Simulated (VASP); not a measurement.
Band structure of ZrB (relaxed from the rock salt structure, space group Fm-3m). Level of theory: PBEsol GGA, VASP's PBE PAW potentials (set 64) (plane waves; VASP).

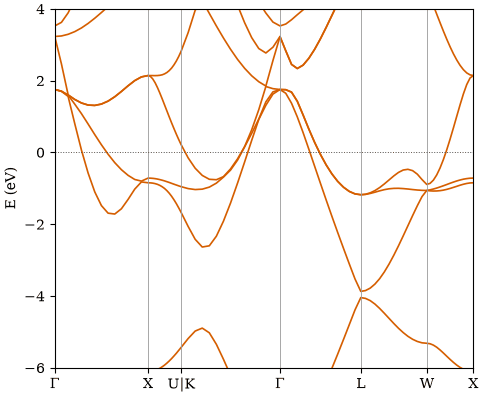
Figure: Bands along high-symmetry lines, zero at the valence-band maximum or, without a gap, the Fermi level

Problem. Read the plot: is there a gap, and where are the band edges?

Solution. It has no gap at this level: it comes out as a metal or semimetal. (Edges off the drawn lines would not show.)

The structure was generated: ZrB was put into the rock salt type (Fm-3m), which need not be its known phase. It was relaxed first, which changed the volume by -34 %. The electron count is odd and the run is not spin-polarised, which forces a metal.
